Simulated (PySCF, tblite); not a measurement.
# C₆H₁₂Si: a rotation path, then NMR shifts on frames

Aim: move C₆H₁₂Si (`[SiH3]CC1=CCCC1`) away from its starting geometry and see how NMR shifts follow the geometry.

Computed with tblite 0.8.0 and PySCF 2.14.0, with density-fitted response routines of our own, on a single molecule in the gas phase. Atoms are numbered from 0 throughout.

### 1 Starting geometry

19 atoms, charge 0, multiplicity 1; geometry from: GFN2-xTB.

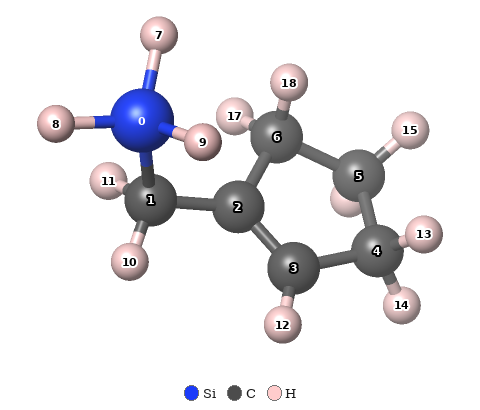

The starting geometry (silicon blue, carbon dark grey, hydrogen pink), atoms numbered.

### 2 The rotation path with GFN2-xTB

The job: settings as JSON, then the geometry in Å.

```
{"job": {"kind": "neb", "xc": "GFN2-xTB", "basis": "xTB", "atoms": [0, 1, 2, 6], "turn": 120}, "charge": 0, "multiplicity": 1}
Si     2.691219     0.502825     0.525284
C      1.518391    -0.313613    -0.742044
C      0.089707    -0.126243    -0.384724
C     -0.787473     0.702075    -0.935501
C     -2.126054     0.654441    -0.260812
C     -2.028825    -0.596296     0.628517
C     -0.524199    -0.872175     0.770787
H      2.582871    -0.179476     1.816995
H      4.064718     0.381407     0.032086
H      2.331993     1.912252     0.679910
H      1.704842     0.111775    -1.729241
H      1.745595    -1.380492    -0.797391
H     -0.596498     1.368079    -1.759874
H     -2.275941     1.559403     0.336391
H     -2.949975     0.592688    -0.973936
H     -2.514440    -0.455285     1.592701
H     -2.510047    -1.437918     0.128248
H     -0.293620    -1.938393     0.741239
H     -0.132068    -0.475801     1.712174
```

Level: GFN2-xTB climbing-image nudged elastic band, gas phase.

Started as:

```
$ OMP_NUM_THREADS=1 python probes_run.py task.json out
```

This one command runs all jobs of the session in turn.

What it wrote:

```text
image   E - E0 / eV
  0       0.0000
  1       0.0149
  2       0.0571
  3       0.1107
  4       0.1292
  5       0.1028
  6       0.0627
  7       0.0236
  8      -0.0016
```

Run time: 15 s. Hardware: 1 thread, shared host.

The final band, with the dihedral Si0–C1–C2–C6:

```tsv
image	dihedral (°)	energy (eV)	energy (kcal/mol)
0	-72	0.000	0.0
1	-54	0.015	0.3
2	-36	0.057	1.3
3	-17	0.111	2.6
4	3	0.129	3.0
5	23	0.103	2.4
6	42	0.063	1.4
7	61	0.024	0.5
8	81	-0.002	0.0
```

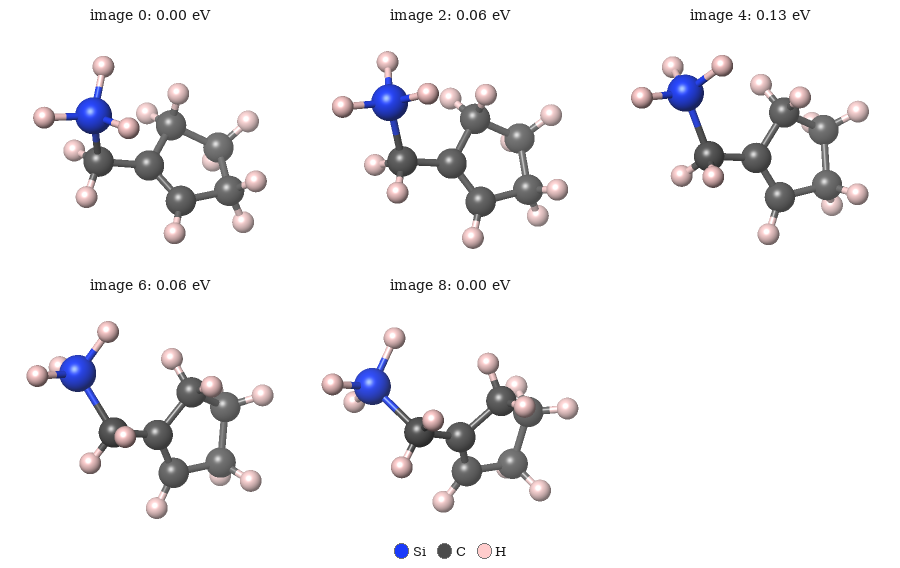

Images along the band.

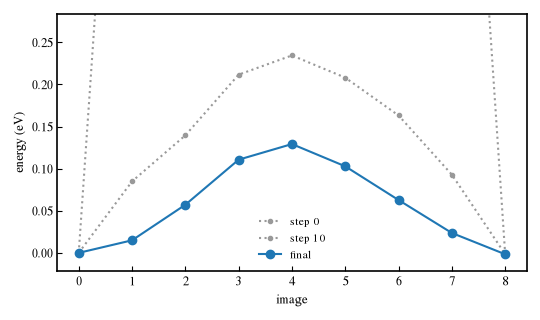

Energy along the band, early and final.

### 3 Nuclear shieldings: image 0, PBE0/pcSseg-1

The job: settings as JSON, then the geometry in Å.

```
{"job": {"kind": "nmr", "xc": "PBE0", "basis": "pcSseg-1", "pop": false}, "charge": 0, "multiplicity": 1}
Si     2.691200     0.502800     0.525300
C      1.518400    -0.313600    -0.742000
C      0.089700    -0.126200    -0.384700
C     -0.787500     0.702100    -0.935500
C     -2.126100     0.654400    -0.260800
C     -2.028800    -0.596300     0.628500
C     -0.524200    -0.872200     0.770800
H      2.582900    -0.179500     1.817000
H      4.064700     0.381400     0.032100
H      2.332000     1.912300     0.679900
H      1.704800     0.111800    -1.729200
H      1.745600    -1.380500    -0.797400
H     -0.596500     1.368100    -1.759900
H     -2.275900     1.559400     0.336400
H     -2.950000     0.592700    -0.973900
H     -2.514400    -0.455300     1.592700
H     -2.510000    -1.437900     0.128200
H     -0.293600    -1.938400     0.741200
H     -0.132100    -0.475800     1.712200
```

Method: GIAO PBE0/pcSseg-1 NMR shielding, non-relativistic, gas phase.

What it wrote:

```text
coarse grid: 15584 points
cycle   1  E = -524.7885321772  dE =  7.167e-01  |g| = 4.156e-01  |ddm| = 3.863e+00
cycle   2  E = -524.7761461074  dE =  1.239e-02  |g| = 4.755e-01  |ddm| = 9.242e-01
cycle   3  E = -524.8368171157  dE = -6.067e-02  |g| = 3.422e-02  |ddm| = 5.628e-01
cycle   4  E = -524.8370521791  dE = -2.351e-04  |g| = 1.377e-02  |ddm| = 5.610e-02
cycle   5  E = -524.8370904324  dE = -3.825e-05  |g| = 4.993e-03  |ddm| = 1.746e-02
cycle   6  E = -524.8370964763  dE = -6.044e-06  |g| = 3.763e-04  |ddm| = 4.340e-03
final grid: 143640 points
cycle   7  E = -524.8799104923  dE = -3.816e-05  |g| = 7.672e-03  |ddm| = 3.604e-02
cycle   8  E = -524.8799040506  dE =  6.442e-06  |g| = 9.193e-03  |ddm| = 1.702e-02
cycle   9  E = -524.8799263732  dE = -2.232e-05  |g| = 5.079e-04  |ddm| = 9.668e-03
cycle  10  E = -524.8799264080  dE = -3.480e-08  |g| = 3.087e-04  |ddm| = 7.771e-04
cycle  11  E = -524.8799264304  dE = -2.237e-08  |g| = 7.158e-05  |ddm| = 3.076e-04
cycle  12  E = -524.8799264315  dE = -1.095e-09  |g| = 2.579e-05  |ddm| = 1.000e-04
cycle  13  E = -524.8799264317  dE = -1.723e-10  |g| = 2.208e-06  |ddm| = 2.448e-05
converged SCF energy = -524.8799264317

GIAO shielding tensors (ppm)
atom      isotropic    diamagn.    paramagn.     s11        s22        s33       span
  0 Si     419.023     879.022    -459.999    379.400    412.112    465.557     86.158
  1 C      170.107     248.843     -78.736    153.719    163.258    193.343     39.625
  2 C       38.082     262.613    -224.531    -71.936     50.553    135.630    207.566
  3 C       57.102     252.737    -195.634    -38.681     78.628    131.360    170.041
  4 C      149.441     249.689    -100.249    124.119    153.881    170.322     46.203
  5 C      160.315     247.740     -87.425    132.547    173.744    174.655     42.108
  6 C      146.520     247.122    -100.602    118.857    150.725    169.979     51.122
  7 H       27.659      28.997      -1.338     23.888     27.047     32.042      8.154
  8 H       27.781      28.160      -0.379     24.596     25.209     33.537      8.941
  9 H       28.079      29.043      -0.964     24.870     26.700     32.666      7.797
 10 H       29.504      30.885      -1.381     24.696     28.732     35.083     10.387
 11 H       30.049      30.337      -0.288     25.744     28.754     35.650      9.906
 12 H       26.202      33.997      -7.795     24.475     25.290     28.840      4.365
 13 H       29.170      30.314      -1.144     25.267     26.984     35.259      9.992
 14 H       29.244      29.669      -0.425     24.845     27.104     35.784     10.938
 15 H       29.756      29.684       0.072     25.390     27.676     36.202     10.812
 16 H       29.793      30.221      -0.428     24.470     28.256     36.654     12.185
 17 H       29.605      31.526      -1.921     24.955     29.290     34.571      9.616
 18 H       29.097      31.844      -2.747     23.986     29.459     33.845      9.860
```

It took 97 s on 1 thread, shared host.

The references, computed at this level on geometries of the same kind, shield at (ppm): 1H TMS 31.72, 13C TMS 186.9, 29Si TMS 349.2. Their shielding less the atom's gives the shift. The references are single molecules in the gas phase. Each atom is listed at this fixed geometry, with no averaging over motion; a spectrum would average atoms that exchange fast.

```tsv
atoms	environment	σ (ppm)	δ (ppm)
C2	fully substituted alkene carbon	38.1	148.8
C3	alkene CH	57.1	129.8
C6	allylic sp3 CH2	146.5	40.4
C4	allylic sp3 CH2	149.4	37.5
C5	sp3 CH2 in a ring	160.3	26.6
C1	allylic sp3 CH2 bonded to Si	170.1	16.8
H12	hydrogen on an alkene CH	26.20	5.52
H7	hydrogen on a silicon bonded to C	27.66	4.06
H8	hydrogen on a silicon bonded to C	27.78	3.94
H9	hydrogen on a silicon bonded to C	28.08	3.64
H18	hydrogen on an allylic sp3 CH2	29.10	2.62
H13	hydrogen on an allylic sp3 CH2	29.17	2.55
H14	hydrogen on an allylic sp3 CH2	29.24	2.47
H10	hydrogen on an allylic sp3 CH2 bonded to Si	29.50	2.21
H17	hydrogen on an allylic sp3 CH2	29.61	2.11
H15	hydrogen on an sp3 CH2 in a ring	29.76	1.96
H16	hydrogen on an sp3 CH2 in a ring	29.79	1.92
H11	hydrogen on an allylic sp3 CH2 bonded to Si	30.05	1.67
Si0	silicon bonded to C, 3 H	419.0	-69.9
```

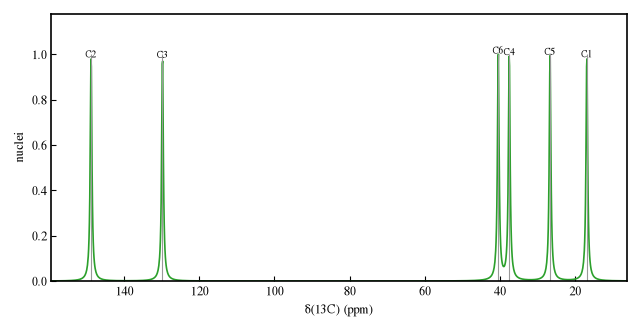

13C lines at the computed shifts, without couplings. Lines are broadened to a width of 0.53 ppm (Lorentzian).

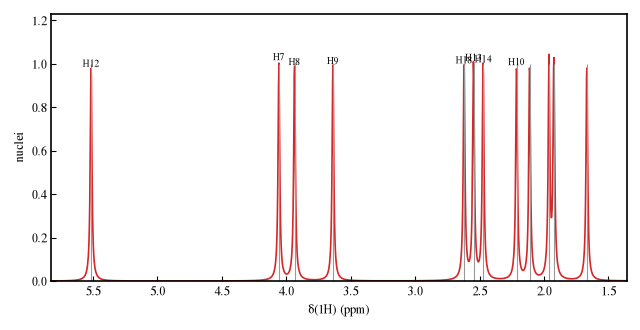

1H lines at the computed shifts, without couplings. Lines are broadened to a width of 0.02 ppm (Lorentzian).

Ring of atoms C2, C3, C4, C5, C6: NICS(0) -2.7, NICS(1) -3.1, NICS(1)zz -2.7 ppm (means of both faces).

Orbitals, density, ELF and potential are computed afterwards from the orbital file.

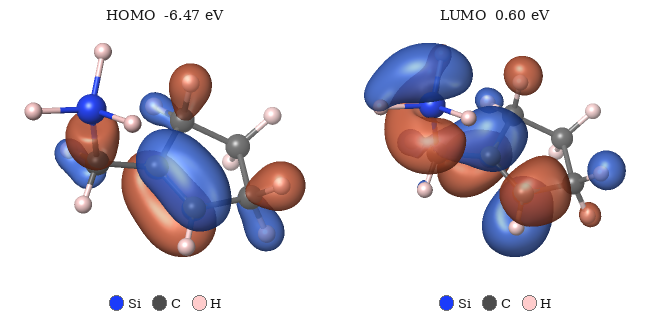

Frontier orbitals at PBE0/pcSseg-1; each surface holds 70 % of the orbital's density, blue and red mark the sign.

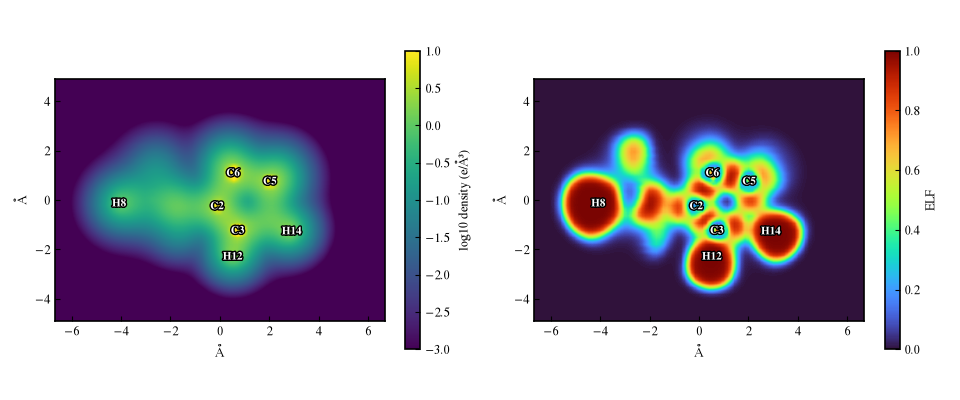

Density (left) and ELF (right) in a plane through or near 7 of the atoms.

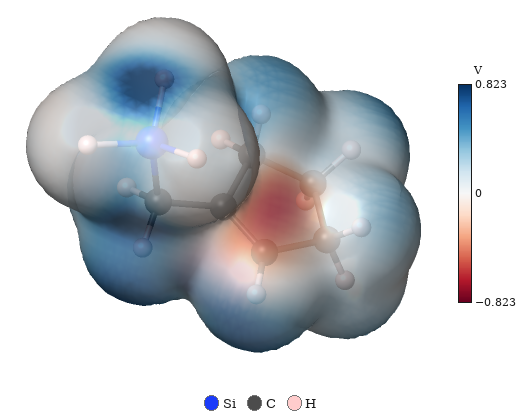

Electrostatic potential on the surface of density 0.002 e/bohr³; red is low, blue high. It runs, from the 1st to the 99th percentile, from -0.68 V near C3 to 0.82 V near H9.

### 4 Shielding tensors: image 2, PBE0/pcSseg-1

The job: settings as JSON, then the geometry in Å.

```
{"job": {"kind": "nmr", "xc": "PBE0", "basis": "pcSseg-1", "pop": false}, "charge": 0, "multiplicity": 1}
Si     2.709400     0.162100     0.648000
C      1.511500    -0.051300    -0.818900
C      0.072100     0.024000    -0.440600
C     -0.921800     0.571600    -1.126100
C     -2.236100     0.483600    -0.408100
C     -1.949000    -0.496600     0.741500
C     -0.419400    -0.527800     0.871100
H      2.582100    -0.983300     1.553100
H      4.078700     0.208900     0.133000
H      2.403800     1.397500     1.370900
H      1.716500     0.691400    -1.592700
H      1.706400    -1.027700    -1.273600
H     -0.839900     1.053900    -2.085700
H     -2.523500     1.469600    -0.029900
H     -3.040600     0.133600    -1.057300
H     -2.433700    -0.197600     1.669400
H     -2.313900    -1.489600     0.477800
H     -0.037900    -1.530700     1.064500
H     -0.074700     0.117700     1.684400
```

With the program's defaults for keys left out, this is: GIAO PBE0/pcSseg-1 NMR shielding, non-relativistic, gas phase.

What it wrote:

```text
coarse grid: 15584 points
cycle   1  E = -524.7876688164  dE =  7.236e-01  |g| = 4.139e-01  |ddm| = 3.883e+00
cycle   2  E = -524.7761784374  dE =  1.149e-02  |g| = 4.702e-01  |ddm| = 9.142e-01
cycle   3  E = -524.8354277242  dE = -5.925e-02  |g| = 3.355e-02  |ddm| = 5.520e-01
cycle   4  E = -524.8356513193  dE = -2.236e-04  |g| = 1.374e-02  |ddm| = 5.485e-02
cycle   5  E = -524.8356848002  dE = -3.348e-05  |g| = 6.515e-03  |ddm| = 1.753e-02
cycle   6  E = -524.8356942503  dE = -9.450e-06  |g| = 1.748e-03  |ddm| = 6.527e-03
final grid: 143640 points
cycle   7  E = -524.8772569548  dE = -3.654e-05  |g| = 8.158e-03  |ddm| = 4.074e-02
cycle   8  E = -524.8772474416  dE =  9.513e-06  |g| = 1.024e-02  |ddm| = 1.869e-02
cycle   9  E = -524.8772744375  dE = -2.700e-05  |g| = 1.007e-03  |ddm| = 1.057e-02
cycle  10  E = -524.8772746625  dE = -2.251e-07  |g| = 3.533e-04  |ddm| = 1.238e-03
cycle  11  E = -524.8772746939  dE = -3.135e-08  |g| = 5.857e-05  |ddm| = 3.968e-04
cycle  12  E = -524.8772746945  dE = -6.544e-10  |g| = 2.264e-05  |ddm| = 7.665e-05
converged SCF energy = -524.8772746945

GIAO shielding tensors (ppm)
atom      isotropic    diamagn.    paramagn.     s11        s22        s33       span
  0 Si     422.996     878.941    -455.945    401.042    405.424    462.521     61.479
  1 C      173.243     248.640     -75.397    156.318    168.549    194.861     38.543
  2 C       39.626     262.532    -222.906    -69.795     53.381    135.291    205.086
  3 C       54.773     252.106    -197.334    -43.471     79.541    128.249    171.721
  4 C      149.748     249.734     -99.986    124.655    153.881    170.708     46.054
  5 C      160.757     247.030     -86.273    133.481    173.674    175.116     41.635
  6 C      146.797     248.423    -101.625    122.719    149.145    168.529     45.810
  7 H       27.670      29.088      -1.418     24.068     27.044     31.899      7.831
  8 H       27.899      28.063      -0.164     24.483     25.503     33.710      9.227
  9 H       27.916      29.060      -1.144     24.639     26.405     32.705      8.066
 10 H       29.573      30.771      -1.198     24.444     29.238     35.037     10.594
 11 H       29.871      29.891      -0.020     25.058     28.374     36.182     11.124
 12 H       26.145      33.623      -7.479     24.427     25.184     28.822      4.395
 13 H       29.109      29.976      -0.867     25.117     26.928     35.282     10.165
 14 H       29.273      29.549      -0.276     24.901     27.119     35.798     10.897
 15 H       29.752      29.651       0.101     25.294     27.823     36.139     10.844
 16 H       29.840      30.295      -0.454     24.433     28.433     36.655     12.222
 17 H       29.396      32.339      -2.943     24.273     29.939     33.976      9.703
 18 H       29.283      32.208      -2.924     24.011     29.866     33.974      9.963
```

Wall time 72 s (1 thread, shared host).

In short: δ C2 147.3, C3 132.2, C6 40.1, C4 37.2, H12 5.57, H7 4.05 ppm.

(Part 1 of 2 ends here.)
